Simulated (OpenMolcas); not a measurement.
## Run report: CF2 (charge +1), single-point calculation

System: CF2, charge +1, multiplicity 4.
Method: NEVPT2/cc-pVTZ (OpenMolcas 26.06).

The geometry is that of the parent species in another charge or spin state. The geometry comes from this level: PBE0-D4/def2-TZVP.

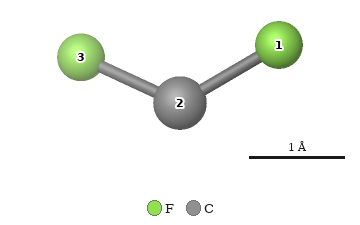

Fig. 1: The structure (ball-and-stick view, seen at a tilt; atoms are numbered from 1 in the order of the input). Bond lengths as drawn: C–F 1.21 Å.

Input file:
```
&GATEWAY
 BasLib
 $CurrDir
 Coord
 3
 angstrom
 F        0.379110       0.972980       0.316190
 C        0.275710      -0.221360       0.127270
 F       -0.654830      -0.751620      -0.443470
 Basis
 cc-pVTZ
 Group
 NoSym

&SEWARD

&RASSCF
 FileOrb
 $CurrDir/step2.RasOrb
 Spin
 4
 Nactel
 17 0 0
 Inactive
 3
 Ras2
 12
 OrbListing
 Nothing
 OrbAppear
 Compact

&CASPT2
 PC-NEVPT2
 Frozen
 3
```

Machine: 1 thread of Arm Neoverse V1, 24 GiB of memory available, shared host.

Launched with:
```bash
export MOLCAS_MEM=1860
pymolcas step6.input > step6.log
```

The program's output:
```
--- Start Module: gateway ---

                                              &GATEWAY

                       available to each process: 1.9 GB of memory, 1 thread

 Basis Set     1 Label: F.CC-PVTZ
 Basis set is read from library:.
 basistype.tbl is not found

 Basis Set     2 Label: C.CC-PVTZ
 Basis set is read from library:.
 basistype.tbl is not found

 Basis Set     3 Label: F.CC-PVTZ
 Basis set is read from library:.
 basistype.tbl is not found

++    Symmetry information:
      ---------------------

                    Character Table for C1

                             E
                    a        1  x, y, xy, Rz, z, xz, Ry, yz, Rx, I
--

++    Basis set information:
      ----------------------

      Basis set label: F.CC-PVTZ.........

      Electronic valence basis set:
      ------------------
      Associated Effective Charge   9.000000 au
      Associated Actual Charge      9.000000 au
      Nuclear Model: Point charge

      Shell  nPrim  nBasis  Cartesian Spherical Contaminant
         s      10       4        X
         p       5       3        X
         d       2       2                 X
         f       1       1                 X

      Basis set label: C.CC-PVTZ.........

      Electronic valence basis set:
      ------------------
      Associated Effective Charge   6.000000 au
      Associated Actual Charge      6.000000 au
      Nuclear Model: Point charge

      Shell  nPrim  nBasis  Cartesian Spherical Contaminant
         s      10       4        X
         p       5       3        X
         d       2       2                 X
         f       1       1                 X

      Basis set label: F.CC-PVTZ.........

      Electronic valence basis set:
      ------------------
      Associated Effective Charge   9.000000 au
      Associated Actual Charge      9.000000 au
      Nuclear Model: Point charge

      Shell  nPrim  nBasis  Cartesian Spherical Contaminant
         s      10       4        X
         p       5       3        X
         d       2       2                 X
         f       1       1                 X
--

++    Molecular structure info:
      -------------------------

                    ************************************************
                    **** Cartesian Coordinates / bohr, angstrom ****
                    ************************************************

     Center  Label                x              y              z                     x              y              z
        1      F1               0.716414       1.838666       0.597513              0.379110       0.972980       0.316190
        2      C2               0.521016      -0.418310       0.240505              0.275710      -0.221360       0.127270
        3      F3              -1.237449      -1.420356      -0.838037             -0.654830      -0.751620      -0.443470

                    ***************************************
                    *    InterNuclear Distances / bohr    *
                    ***************************************

               1 F1            2 C2            3 F3
    1 F1       0.000000
    2 C2       2.293376        0.000000
    3 F3       4.061971        2.293371        0.000000

                    *******************************************
                    *    InterNuclear Distances / angstrom    *
                    *******************************************

               1 F1            2 C2            3 F3
    1 F1       0.000000
    2 C2       1.213602        0.000000
    3 F3       2.149502        1.213600        0.000000

                    **************************************
                    *    Valence Bond Angles / degree    *
                    **************************************
                          Atom centers                 Phi
                      1 F1       2 C2       3 F3       124.65
--

            Nuclear Potential Energy             67.03325668 au

--- Stop Module: gateway /rc=_RC_ALL_IS_WELL_ ---

--- Start Module: seward ---

                                              &SEWARD

                       available to each process: 1.9 GB of memory, 1 thread

               SEWARD will generate:
                  Multipole Moment integrals up to order  2
                  Kinetic Energy integrals
                  Nuclear Attraction integrals (point charge)
                  One-Electron Hamiltonian integrals
                  Velocity integrals
                  Orbital angular momentum around ( -0.0729   0.0586  -0.0337 )
                  Velocity quadrupole around ( -0.0729   0.0586  -0.0337 )
                  Two-Electron Repulsion integrals

                   Integrals are discarded if absolute value <: 1.00E-14
                   Integral cutoff threshold is set to       <: 1.00E-16

            Nuclear Potential Energy             67.03325668 au

      Basis set specifications :
      Symmetry species         a
      Basis functions           90

--- Stop Module: seward /rc=_RC_ALL_IS_WELL_ ---
--- Module seward spent 2 seconds ---

--- Start Module: rasscf ---

                                              &RASSCF

                       available to each process: 1.9 GB of memory, 1 thread

      Header of the ONEINT file:
      --------------------------

      OrdInt status: non-squared

      Cartesian coordinates in angstrom:
      -----------------------------------------------------
      No.  Label        X            Y            Z
      -----------------------------------------------------
       1   F1         0.37911000   0.97298000   0.31619000
       2   C2         0.27571000  -0.22136000   0.12727000
       3   F3        -0.65483000  -0.75162000  -0.44347000
      -----------------------------------------------------
      Nuclear repulsion energy =   67.03325668

++    Wave function specifications:
      -----------------------------

      Number of closed shell electrons           6
      Number of electrons in active shells      17
      Max number of holes in RAS1 space          0
      Max nr of electrons in RAS3 space          0
      Number of inactive orbitals                3
      Number of active orbitals                 12
      Number of secondary orbitals              75
      Spin quantum number                      1.5
      State symmetry                             1
--

++    Orbital specifications:
      -----------------------

      Symmetry species                           1
                                                 a
      Frozen orbitals                            0
      Inactive orbitals                          3
      Active orbitals                           12
      RAS1 orbitals                              0
      RAS2 orbitals                             12
      RAS3 orbitals                              0
      Secondary orbitals                        75
      Deleted orbitals                           0
      Number of basis functions                 90
--

++    CI expansion specifications:
      ----------------------------

      Number of CSFs                         41184
      Number of determinants                 52272
      Number of root(s) required                 1
      Root chosen for geometry opt.              1
      CI root used                               1

      highest root included in the CI            1
      max. size of the explicit Hamiltonian    200
--

++    Optimization specifications:
      ----------------------------

      RASSCF algorithm: Conventional
      Maximum number of macro iterations       200
      Maximum number of SX iterations          100
      Threshold for RASSCF energy            1.000E-08
      Threshold for max MO rotation          1.000E-01
      Threshold for max BLB element          1.000E-04
      Level shift parameter                  5.000E-01
      Make Quasi-Newton update
--

      The MO-coefficients are taken from the file:
      step2.RasOrb
      Title: RASSCF average (pseudo-natural) orbitals

      Total molecular charge    1.00

      ************************************************************************************************************************
      *                                            Wave function control section                                             *
      ************************************************************************************************************************

                                         RASSCF iterations: Energy and convergence statistics
                                         ----------------------------------------------------

          iter iter root      energy       change     param      element    value   shift minimum  type update hh:mm:ss
 Nr of preliminary CI iterations:   5
        1   1    5    1  -236.17129342    0.00E+00   3.98E-04    1  11 1 -6.59E-04*  0.03   0.00    SX    NO    0:00:03
        2   1    5    1  -236.17129363   -2.09E-07*  5.36E-05   10  58 1  3.23E-05   0.03   0.00    SX    NO    0:00:01
        3   1    4    1  -236.17129363   -4.79E-09   1.42E-05    8  56 1  5.43E-06   0.03   0.00    SX    NO    0:00:01
        4   7    5    1  -236.17130004   -6.41E-06*  3.27E-04    1  11 1  5.50E-04*  0.03   0.00    SX    NO    0:00:02
        5   3    5    1  -236.17130020   -1.56E-07*  1.32E-04    1  11 1  8.53E-05   0.03   1.27    QN   YES    0:00:01
        6   3    4    1  -236.17130021   -1.35E-08* -2.66E-05    1  15 1  1.81E-05   0.03   1.08    QN   YES    0:00:01
        7   1    3    1  -236.17130021   -3.63E-10  -4.59E-06    1  11 1 -6.81E-06   0.03   0.99    QN   YES    0:00:01
      Convergence after  7 iterations
        8   1    3    1  -236.17130021   -2.29E-11  -4.59E-06    1  11 1  7.10E-07   0.03   0.99    QN   YES    0:00:01

      ************************************************************************************************************************
                                                      Wave function printout:
                       occupation of active orbitals, and spin coupling of open shells (u,d: Spin up or down)
      ************************************************************************************************************************

      Note: transformation to natural orbitals
      has been made, which may change the order of the CSFs.

      printout of CI-coefficients larger than  0.05 for root  1
      energy=    -236.171300
      conf/sym  111111111111     Coeff  Weight
             1  2222222uuu00   0.96786 0.93675
            11  222222uduuu0   0.08899 0.00792
            29  222222u20u0u  -0.08052 0.00648
            89  22222uu2u200   0.09397 0.00883
           311  2222u2u22u00   0.05905 0.00349
           320  2222u2d2uuu0  -0.05183 0.00269
           340  2222u2u2uud0   0.05868 0.00344

      Natural orbitals and occupation numbers for root  1
      sym 1:   1.999214   1.999128   1.985145   1.995749   1.976625   1.989018   1.948334   1.030583   1.000907   1.014041
               0.037519   0.023736

      ************************************************************************************************************************
      *                                                    Final results                                                     *
      ************************************************************************************************************************

++    Final optimization conditions:
      ------------------------------

      Average CI energy                            -236.17130021
      RASSCF energy for state  1                   -236.17130021
      Super-CI energy                                -0.00000000
      RASSCF energy change                            0.00000000
      Max change in MO coefficients               9.177E-06
      Max non-diagonal density matrix element    -4.592E-06
      Maximum BLB matrix element                  7.104E-07
      (orbital pair   1,  11 in symmetry   1)
      Norm of electronic gradient            1.898E-06
--

      Final state energy(ies):
      ------------------------

::    RASSCF root number  1 Total energy:   -236.17130021
      Von Neumann Entropy (Root   1) =  1.74942

      Mulliken population analysis for root number:  1
      -----------------------------------------------

++    Molecular charges:
      ------------------

      Mulliken charges per centre
      ---------------------------

                F1      C2      F3
      Total    8.6412  5.7175  8.6412

      N-E      0.3588  0.2825  0.3588

      Total electronic charge=   23.000000

      Total            charge=    1.000000
--

      Expectation values of various properties for root number:  1
      -----------------------------------------------------------

++    Molecular properties:
      ---------------------

      Charge (e):
                      =    1.0000
      Dipole Moment (debye):
      Origin of the operator (angstrom)=   -0.0386    0.0310   -0.0178
                   X=  6.0074E-02               Y= -4.8206E-02               Z=  2.7734E-02           Total=  8.1865E-02
      Center of Charge (angstrom)
                     X=   -0.02608985               Y=    0.02094904               Z=   -0.01204469
      Quadrupole Moment (debye*angstrom):
      Origin of the operator (angstrom)=   -0.0386    0.0310   -0.0178
                  XX= -1.1457E+01              XY=  1.5407E+00              XZ=  1.0724E+00              YY= -9.5682E+00
                  YZ=  1.2379E+00              ZZ= -1.2369E+01
      In traceless form (debye*angstrom)
                  XX= -4.8839E-01              XY=  2.3111E+00              XZ=  1.6086E+00              YY=  2.3449E+00
                  YZ=  1.8568E+00              ZZ= -1.8565E+00
--

      Mulliken spin population analysis for root number:  1
      ---------------------------------------------------

++    Molecular charges:
      ------------------

      Mulliken spin population per centre
      ---------------------------

                F1      C2      F3
      Total    0.6239  1.7522  0.6239

      Total electronic spin=    3.000000
--

      Average orbitals are written to the RASORB file
      Natural orbitals for root   1 are written to the RASORB.1 file
      Spin density orbitals for root   1 are written to the SPDORB.1 file

--- Stop Module: rasscf /rc=_RC_ALL_IS_WELL_ ---
--- Module rasscf spent 14 seconds ---

--- Start Module: caspt2 ---

                                              &CASPT2

                       available to each process: 1.9 GB of memory, 1 thread

 ###############################################################################
 ###    WARNING: User changed nr of frozen orbitals.                         ###
 ###############################################################################

++    Wave function specifications:
      -----------------------------

      Number of closed shell electrons           0
      Number of electrons in active shells      17
      Max number of holes in RAS1 space          0
      Max number of electrons in RAS3 space      0
      Number of inactive orbitals                0
      Number of active orbitals                 12
      Number of secondary orbitals              75
      Spin quantum number                      1.5
      State symmetry                             1
      Number of CSFs                         41184
      Number of CASSCF root(s) available         1
      NEVPT2 state passed to geometry opt.       1
      A file JOBMIX will be created
      This is a CASSCF or RASSCF reference function
--

++    Orbital specifications:
      -----------------------

      Symmetry species                           1
                                                 a
      Frozen orbitals                            3
      Inactive orbitals                          0
      Active orbitals                           12
      Secondary orbitals                        75
      Deleted orbitals                           0
      Number of basis functions                 90
--

++    NEVPT2 specifications:
      ----------------------

      Type of calculation                        SS-NEVPT2
      Internal contraction for energies          partially and strongly contracted
                                                 (PC-NEVPT2 and SC-NEVPT2)
      Denominator threshold for SC-NEVPT2        1.00E-09
      Fock operator                              state-specific
      0th-order Hamiltonian                      DYALL
      IPEA shift                                 0.00
      Real shift                                 0.00
      Imaginary shift                            0.00
      The input orbitals will be transformed to quasi-canonical
--

--------------------------------------------------------------------------------
 Estimated memory requirements:
  POLY3 :                 10099304
  RHS:                     2018194
  SIGMA :                  1139200
  PRPCTL:                        0
 Available workspace:    232316893

++ NEVPT2 computation for group   1

********************************************************************************
 Multi-State initialization phase begins for group   1
--------------------------------------------------------------------------------
********************************************************************************
 Compute H0 matrices for state    1
--------------------------------------------------------------------------------
--------------------------------------------------------------------------------
 H0 matrices have been computed.

********************************************************************************
  NEVPT2 EQUATION SOLUTION
--------------------------------------------------------------------------------

  Total nr of NEVPT2 parameters:
   Before reduction:      535050
   After  reduction:      535050

 Variance of |WF0>:       3.9922617998
-----------------------------------------------------------------------------------------------------------------------------

  FINAL PC-NEVPT2 RESULT:

      Reference energy:        -236.1713002116
      E2 (Non-variational):      -0.4595808349
      E2 (Variational):          -0.4595808349
      Total energy:            -236.6308810465
      Residual norm:              0.0000000000
      Reference weight:           0.92490

      Contributions to the PC-NEVPT2 correlation energy
      Active & Virtual Only:         -0.4595808349
      One Inactive Excited:           0.0000000000
      Two Inactive Excited:           0.0000000000

  FINAL SC-NEVPT2 RESULT:

      Reference energy:        -236.1713002116
      E2 (Non-variational):      -0.4479378670
      E2 (Variational):          -0.4479378670
      Total energy:            -236.6192380786
      Residual norm:              0.0000000000
      Reference weight:           0.93469

      Contributions to the SC-NEVPT2 correlation energy
      Active & Virtual only:         -0.4479378670
      One Inactive Excited:           0.0000000000
      Two Inactive Excited:           0.0000000000

++ Denominators, etc.
--------------------------------------------------------------------------------------------------------------
 Report on small energy denominators, large coefficients, and large energy contributions.
CASE  SYMM ACTIVE-MIX  NON-ACTIVE INDICES          DENOMINATOR     RHS VALUE       COEFFICIENT     CONTRIBUTION
ATVX     1  Mu1.0012  Se1.021                       1.49184331     -0.03855092      0.02584113     -0.00099620
ATVX     1  Mu1.0013  Se1.023                       1.53435747      0.05274457     -0.03437568     -0.00181313
ATVX     1  Mu1.0003  Se1.024                       1.37744331      0.03451763     -0.02505920     -0.00086498
ATVX     1  Mu1.0011  Se1.024                       1.58376333      0.05308673     -0.03351936     -0.00177943
ATVX     1  Mu1.0003  Se1.027                       1.49765868     -0.04172247      0.02785846     -0.00116232
--

   (Skipping property calculation,
    use PROP keyword to activate)
--

  Total PC-NEVPT2 energies:
::    PC-NEVPT2 Root  1     Total energy:   -236.63088105

  A NEW JOBIPH FILE NAMED 'JOBMIX' IS PREPARED.
********************************************************************************
--- Stop Module: caspt2 /rc=_RC_ALL_IS_WELL_ ---
--- Module caspt2 spent 49 seconds ---

.##################.
.# Happy landing! #.
.##################.

    Timing: Wall=66.76 User=64.79 System=1.95
```

Summary:

| quantity | value |
| --- | --- |
| outcome | converged |
| total energy | −236.630881 hartree |
| basis functions | 90 |
| wall time | 67 s |
| peak memory | 0.49 GiB |
